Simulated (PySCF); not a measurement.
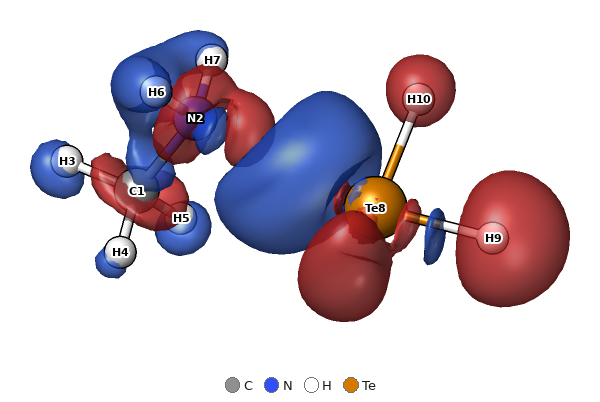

*CH7NTe, SMILES `CN.[TeH2]`. Density of the complex less the densities of the two fragments at the same geometry, ±0.005 e/Å³ (red: gain, blue: loss). Fragment A: H5CN (atoms 1–7); fragment B: TeH2.*

Method: B3LYP/def2-SVPD; geometry: GFN2-xTB; program: PySCF. Core potentials replace the inner electrons of Te; spin–orbit coupling isn't included. GFN2-xTB bond lengths at metals and heavier atoms can be off by up to 0.1 Å and shapes distorted, which carries into these values.

Input

```python
import numpy as np
from pyscf import gto, scf, dft
from pyscf.scf import atom_ks, atom_hf
from scipy.linalg import block_diag
from pyscf.dispersion import dftd3

def solve(mol, dm0=None, hcore=None):
    mf = (dft.UKS if mol.spin else dft.RKS)(mol, xc='b3lyp')
    mf.grids.level = 3
    mf = mf.density_fit(auxbasis='def2-universal-jkfit')
    mf.conv_tol, mf.max_cycle = 1e-8, 80
    if hcore is not None:
        mf.get_hcore = lambda *args: hcore
    mf.kernel(dm0)
    if not mf.converged:
        mf = mf.newton().run(mf.mo_coeff, mf.mo_occ, max_cycle=30)
    assert mf.converged, 'SCF not converged'
    return mf

mol = gto.M(atom='''
C     -2.76431    -0.53239    -0.08931
N     -1.96480     0.66706     0.09998
H     -3.84384    -0.34418    -0.12849
H     -2.56035    -1.21938     0.73054
H     -2.45826    -1.00919    -1.01893
H     -2.22262     1.12713     0.96688
H     -2.13681     1.32421    -0.65351
Te     0.77477    -0.04830     0.01968
H      2.42387    -0.18057    -0.22491
H      0.84940     1.33857    -0.85872
''', basis='def2-svpd', ecp={'Te': 'def2-svpd'}, charge=0, spin=0, verbose=4)
mol_a = gto.M(atom='''
C     -2.76431    -0.53239    -0.08931
N     -1.96480     0.66706     0.09998
H     -3.84384    -0.34418    -0.12849
H     -2.56035    -1.21938     0.73054
H     -2.45826    -1.00919    -1.01893
H     -2.22262     1.12713     0.96688
H     -2.13681     1.32421    -0.65351
ghost-Te     0.77477    -0.04830     0.01968
ghost-H      2.42387    -0.18057    -0.22491
ghost-H      0.84940     1.33857    -0.85872
''', basis='def2-svpd', charge=0, spin=0, verbose=4)
mol_b = gto.M(atom='''
ghost-C     -2.76431    -0.53239    -0.08931
ghost-N     -1.96480     0.66706     0.09998
ghost-H     -3.84384    -0.34418    -0.12849
ghost-H     -2.56035    -1.21938     0.73054
ghost-H     -2.45826    -1.00919    -1.01893
ghost-H     -2.22262     1.12713     0.96688
ghost-H     -2.13681     1.32421    -0.65351
Te     0.77477    -0.04830     0.01968
H      2.42387    -0.18057    -0.22491
H      0.84940     1.33857    -0.85872
''', basis='def2-svpd', ecp={'Te': 'def2-svpd'}, charge=0, spin=0, verbose=4)
ab, a, b = solve(mol), solve(mol_a), solve(mol_b)
e_int = ab.e_tot - a.e_tot - b.e_tot
print('counterpoise-corrected interaction energy / kcal/mol', e_int * 627.5095)
def disp(atoms, charge):
    m = gto.M(atom=atoms, charge=charge, basis='sto-3g', spin=None, unit='Bohr', verbose=0)
    return dftd3.DFTD3Dispersion(m, xc='b3lyp', version='d3bj').get_dispersion()['energy']
e_disp = disp(mol._atom, mol.charge) - disp(mol._atom[:7], mol_a.charge) - disp(mol._atom[7:], mol_b.charge)
print('D3(BJ) part / kcal/mol', e_disp * 627.5095)
# spherically averaged free atoms, for the promolecule
atom_ks.AtomSphAverageRKS.init_guess_by_vsap = lambda self, mol=None: self.init_guess_by_minao(mol)  # core potentials
atm = atom_ks.get_atm_nrks(mol, xc='b3lyp')
pro = block_diag(*[(atm[a[0]][2] * atm[a[0]][3]) @ atm[a[0]][2].T for a in mol._atom])
np.savez('result.npz', e_int=e_int, e_disp=e_disp, dm_a=a.make_rdm1(), dm_b=b.make_rdm1(), c=ab.mo_coeff, occ=ab.mo_occ, eps=ab.mo_energy, pro=pro, d=[f.dip_moment(verbose=0) for f in (ab, a, b)])
```

Command:

```sh
OMP_NUM_THREADS=1 python input.py
```

The run took 87 s on 1 thread of Intel(R) Xeon(R) Processor @ 2.50GHz (Skylake/Cascade Lake), on a shared host, peak memory 0.59 GiB.

Partitions, critical points and surface values were worked out afterwards from this run's density.

**How is the density rearranged on binding?**

Hirshfeld charges show 0.056 e passing from A to B. By Hirshfeld charges, electrons gather most on H9 (−0.047 e) and leave H6 most (+0.013 e); 0.15 e is displaced in all, which induces a dipole of 1.81 D.

**What is the interaction energy, and which contacts carry it?**

The counterpoise-corrected interaction energy of the frozen fragments is −1.0 kcal/mol without dispersion correction and −4.3 kcal/mol with D3(BJ). The pair geometry is semi-empirical, not a minimum at this level. Contacts: N2···Te8, 2.83 Å, ρ = 0.027 a.u. The pose is a local one from a semi-empirical search, not shown to be the most stable.
